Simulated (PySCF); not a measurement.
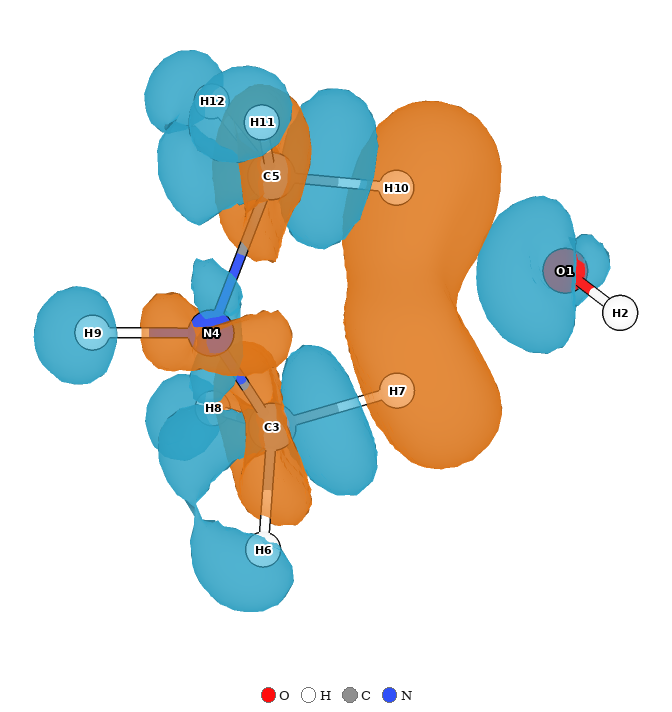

Figure. C$_{2}$H$_{8}$NO, charge −1, SMILES `[OH-].CNC`. Density of the complex less the densities of the two fragments at the same geometry, ±0.02 e/Å³ (light blue: gain, orange: loss). Fragment A: OH(−1) (atoms 1–2); fragment B: H7C2N.

Computed with PySCF, HF/def2-SVPD, geometry: GFN2-xTB.

Geometry (Å), atoms numbered from 1:

```
O1      -2.0734   -0.0006   -0.0462
H2      -2.3097    0.0009    0.8930
C3       0.5271    1.1990   -0.1285
N4       1.1998    0.0002    0.3439
C5       0.5281   -1.1987   -0.1284
H6       0.7863    2.0414    0.5196
H7      -0.5752    0.9692   -0.0775
H8       0.7788    1.4671   -1.1681
H9       2.1838    0.0008    0.0620
H10     -0.5743   -0.9699   -0.0775
H11      0.7880   -2.0409    0.5198
H12      0.7800   -1.4668   -1.1680
```

How is the density rearranged on binding?

Answer. Hirshfeld charges show 0.045 e passing from A to B. By Hirshfeld charges, electrons gather most on H9 (−0.037 e) and leave H7 and H10 alike most (+0.090 e); 0.48 e is displaced in all.

What is the interaction energy, and which contacts carry it?

Answer. The counterpoise-corrected interaction energy of the frozen fragments is −3.5 kcal/mol without dispersion correction and −8.0 kcal/mol with D3(BJ). The pair geometry is semi-empirical, not a minimum at this level. Contacts: O1···H7, weak C–H hydrogen bond, 1.78 Å, ρ = 0.041 a.u.; O1···H10, weak C–H hydrogen bond, 1.78 Å, ρ = 0.041 a.u. The pose is a local one from a semi-empirical search, not shown to be the most stable.
